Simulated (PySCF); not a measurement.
**One shape, several levels: doublet CH8AlB2N+**

Wanted: a comparison of 6 runs (U-r2SCAN/6-31G*, UB3LYP/6-31G*, UM06-L/6-31G*, USVWN5/6-31G*, UTPSS/6-31G*, UCCSD(T)/6-31G*) of doublet CH8AlB2N+. The job is set up through a Python script.

Program for the calculation: PySCF 2.14.0.

### 1 The structure to begin with

CH8AlB2N+ has 13 atoms, charge +1, and is taken as a doublet. SMILES of the parent species: `CB[BH][AlH][NH2]`. The shape is that of a PBE0-D4/def2-TZVP optimisation. This is one conformer, not always the lowest. That shape belongs to the parent species and isn't relaxed for this state.

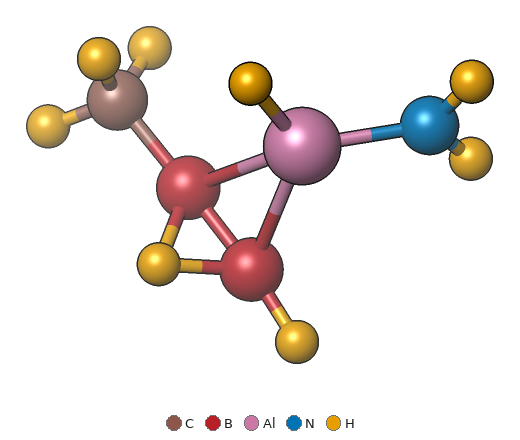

The structure, seen from a chosen angle (carbon brown, boron red, aluminium pink, nitrogen blue, hydrogen amber).

### 2 A single-point energy at U-r2SCAN/6-31G(d) (spherical functions) (run 1)

calc.py reads:

```python
from pyscf import gto, dft

mol = gto.M(
    atom=[
    ('C', (-1.584700, -0.335900, -1.421600)),
    ('B', (-0.159300, -0.714200, -0.941600)),
    ('B', (1.095400, -1.132600, -0.300300)),
    ('Al', (0.279500, 0.316500, 1.136100)),
    ('N', (1.429400, 1.633400, 1.395700)),
    ('H', (-1.567600, 0.615600, -1.958600)),
    ('H', (-2.309700, -0.246800, -0.606400)),
    ('H', (-1.962900, -1.093600, -2.113900)),
    ('H', (0.040800, -1.921400, -0.288100)),
    ('H', (2.139300, -1.553900, 0.058100)),
    ('H', (-1.013600, 0.305400, 2.059000)),
    ('H', (1.357300, 2.321100, 2.128200)),
    ('H', (2.276500, 1.771800, 0.868200)),
],
    max_memory=1860,
    verbose=3,
    spin=1,
    charge=1,
    basis='6-31g*',
)

calc0 = dft.UKS(mol)
calc0.xc = 'r2scan'
calc0.grids.level = 5
calc0.conv_tol = 1e-10
calc0.kernel()
if not calc0.converged:
    calc0 = calc0.newton().run(calc0.mo_coeff, calc0.mo_occ)

etot = calc0.e_tot
print('E = %.10f Eh' % etot)
```

The run is started by

```sh
$ OMP_NUM_THREADS=1 python calc.py
```

What it wrote:

```text
WARN: HOMO -0.297897762602674 >= LUMO -0.297897762602675

converged SCF energy = -389.340659184889  <S^2> = 0.76072426  2S+1 = 2.0106957
E = -389.3406591849 Eh
```

It took 80 s on 1 thread of Intel Xeon 6975P-C (Granite Rapids), shared host; peak memory 0.53 GiB.

### 3 The energy at UB3LYP/6-31G(d) (spherical functions) (run 2)

calc.py reads:

```python
from pyscf import gto, dft

mol = gto.Mole()
mol.atom = [
    ('C', (-1.584700, -0.335900, -1.421600)),
    ('B', (-0.159300, -0.714200, -0.941600)),
    ('B', (1.095400, -1.132600, -0.300300)),
    ('Al', (0.279500, 0.316500, 1.136100)),
    ('N', (1.429400, 1.633400, 1.395700)),
    ('H', (-1.567600, 0.615600, -1.958600)),
    ('H', (-2.309700, -0.246800, -0.606400)),
    ('H', (-1.962900, -1.093600, -2.113900)),
    ('H', (0.040800, -1.921400, -0.288100)),
    ('H', (2.139300, -1.553900, 0.058100)),
    ('H', (-1.013600, 0.305400, 2.059000)),
    ('H', (1.357300, 2.321100, 2.128200)),
    ('H', (2.276500, 1.771800, 0.868200)),
]
mol.basis = '6-31g*'
mol.max_memory = 1860
mol.verbose = 4
mol.spin = 1
mol.charge = 1
mol.build()

mf = dft.UKS(mol)
mf.xc = 'b3lyp'
mf.grids.level = 5
mf.conv_tol = 1e-10
mf.kernel()
if not mf.converged:
    mf = mf.newton().run(mf.mo_coeff, mf.mo_occ)

etot = mf.e_tot
print('E = %.10f Eh' % etot)
```

The run is started by

```sh
$ OMP_NUM_THREADS=1 python calc.py
```

What it wrote:

```text
PySCF version 2.14.0

[... 123 lines left out ...]
converged SCF energy = -389.492231731317  <S^2> = 0.75889563  2S+1 = 2.0088759
E = -389.4922317313 Eh
```

Wall time 38 s (1 thread of Intel Xeon 6975P-C (Granite Rapids), shared host); peak memory 0.48 GiB.

Run 3 isn't shown in full; the table further down has it.

### 4 The energy at USVWN5/6-31G(d) (spherical functions) (run 4)

calc.py reads:

```python
from pyscf import gto, dft

mol = gto.Mole()
mol.atom = '''
C     -2.994649    -0.634759    -2.686435
B     -0.301033    -1.349642    -1.779366
B      2.070006    -2.140304    -0.567485
Al     0.528178     0.598098     2.146918
N      2.701175     3.086679     2.637491
H     -2.962335     1.163315    -3.701218
H     -4.364700    -0.466384    -1.145930
H     -3.709343    -2.066604    -3.994692
H      0.077101    -3.630920    -0.544430
H      4.042691    -2.936445     0.109793
H     -1.915426     0.577122     3.890946
H      2.564925     4.386243     4.021715
H      4.301962     3.348217     1.640660
'''
mol.max_memory = 1860
mol.verbose = 3
mol.spin = 1
mol.unit = 'bohr'
mol.charge = 1
mol.basis = '6-31g*'
mol.build()

calc0 = dft.UKS(mol)
calc0.xc = 'svwn'
calc0.conv_tol = 1e-10
calc0.grids.level = 5
calc0.kernel()
if not calc0.converged:
    calc0 = calc0.newton().run(calc0.mo_coeff, calc0.mo_occ)

energy = calc0.e_tot
print('Final energy', energy)
```

The run is started by

```sh
$ OMP_NUM_THREADS=1 python calc.py
```

What it wrote:

```text
converged SCF energy = -386.972262310863  <S^2> = 0.75253743  2S+1 = 2.0025358
Final energy -386.9722623108633
```

Run time: 25 s. Hardware: 1 thread of Intel Xeon 6975P-C (Granite Rapids), shared host; peak memory 0.31 GiB.

Run 5 isn't shown in full; the table further down has it.

### 5 A single-point energy at UCCSD(T)/6-31G(d) (spherical functions) (run 6)

input.py reads:

```python
from pyscf import gto, cc

mol = gto.M(
    atom=[
    ('C', (-1.584700, -0.335900, -1.421600)),
    ('B', (-0.159300, -0.714200, -0.941600)),
    ('B', (1.095400, -1.132600, -0.300300)),
    ('Al', (0.279500, 0.316500, 1.136100)),
    ('N', (1.429400, 1.633400, 1.395700)),
    ('H', (-1.567600, 0.615600, -1.958600)),
    ('H', (-2.309700, -0.246800, -0.606400)),
    ('H', (-1.962900, -1.093600, -2.113900)),
    ('H', (0.040800, -1.921400, -0.288100)),
    ('H', (2.139300, -1.553900, 0.058100)),
    ('H', (-1.013600, 0.305400, 2.059000)),
    ('H', (1.357300, 2.321100, 2.128200)),
    ('H', (2.276500, 1.771800, 0.868200)),
],
    max_memory=1860,
    basis='6-31g*',
    spin=1,
    charge=1,
    verbose=3,
)

mf = mol.UHF()
mf.conv_tol = 1e-10
mf.kernel()
if not mf.converged:
    mf = mf.newton().run(mf.mo_coeff, mf.mo_occ)

mycc = cc.CCSD(mf, frozen=9)
mycc.kernel()
e_t = mycc.ccsd_t()
etot = mycc.e_tot + e_t
print(f'total energy: {etot:.8f} hartree')
```

The run is started by

```sh
$ OMP_NUM_THREADS=1 python input.py
```

What it wrote:

```text
converged SCF energy = -387.932718477707  <S^2> = 0.76435365  2S+1 = 2.0143025
E(UCCSD) = -388.482305728979  E_corr = -0.549587251272002
UCCSD(T) correction = -0.0165169495223716
total energy: -388.49882268 hartree
```

Run time: 91 s. Hardware: 1 thread of Intel Xeon 6975P-C (Granite Rapids), shared host; peak memory 1.9 GiB.

### 6 The series

| run | level | integration grid | frozen core orbitals | energy (Eh) | HOMO energy (eV) | LUMO energy (eV) | ⟨S²⟩ | wall time |
| --- | --- | --- | --- | --- | --- | --- | --- | --- |
| 1 | U-r2SCAN/6-31G* (spherical functions) | 5 | – | -389.340659 | -11.25 | -10.79 | 0.761 | 80 s |
| 2 | UB3LYP/6-31G* (spherical functions) | 5 | – | -389.492232 | -11.82 | -10.46 | 0.759 | 38 s |
| 3 | UM06-L/6-31G* (spherical functions) | 5 | – | -389.446060 | -11.22 | -10.81 | 0.759 | 2 min |
| 4 | USVWN5/6-31G* (spherical functions) | 5 | – | -386.972262 | -11.44 | -11.09 | 0.753 | 25 s |
| 5 | UTPSS/6-31G* (spherical functions) | 5 | – | -389.523196 | -11.23 | -10.85 | 0.757 | 83 s |
| 6 | UCCSD(T)/6-31G* (spherical functions) | – | 9 | -388.498823 | -15.01 | -6.40 | 0.764 | 91 s |

### 7 What came out

| quantity | value |
| --- | --- |
| run 6: total energy | -388.49882 Eh |
| run 6: HOMO energy (Hartree–Fock orbitals) (highest over α and β) | -15.01 eV |
| run 6: LUMO energy (Hartree–Fock orbitals) (lowest over α and β) | -6.40 eV |
| run 6: correlation energy (9 core orbitals frozen) | -566.1 mEh |
| run 6: (T) correction | -16.52 mEh |
| run 6: ⟨S²⟩ of the reference determinant | 0.764 |
| run 6: T1 diagnostic | 0.022 |

In words: Totals of different functionals can't be ranked against each other. All runs together took 7.2 min, the longest 2 min.
